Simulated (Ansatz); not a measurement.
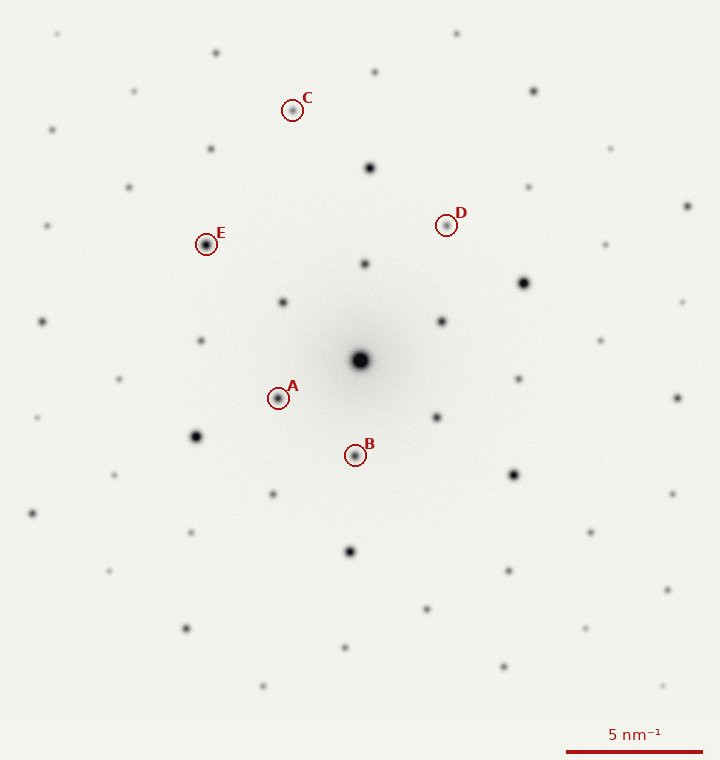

The pattern is a kinematic simulation for 120 kV electrons (no multiple scattering; isotropic B = 0.8 Å²). The zone axis points towards the electron source and the pattern is seen from the source side.

AlAs₂, space group P4/nmm (No. 129), a = 4.244 Å, c = 7.574 Å. Structure: coordinates from a relaxation with DFT PBE, scalar-relativistic, plane waves, PAW in Ansatz; the starting structure was generated, so it need not be a known form of this composition.

Spot A is indexed -1 1 0 and spot B -1 0 2.

What are the indices of the remaining marked spots?

C = A − 3B = 2 1 -6 (d = 1.051 Å). D = −A − B = 2 -1 -2 (d = 1.697 Å). E = 2A − 2B = 0 2 -4 (d = 1.413 Å).

Give [uvw].

The cross product of A and B is parallel to [221]; every spot obeys hu + kv + lw = 0.
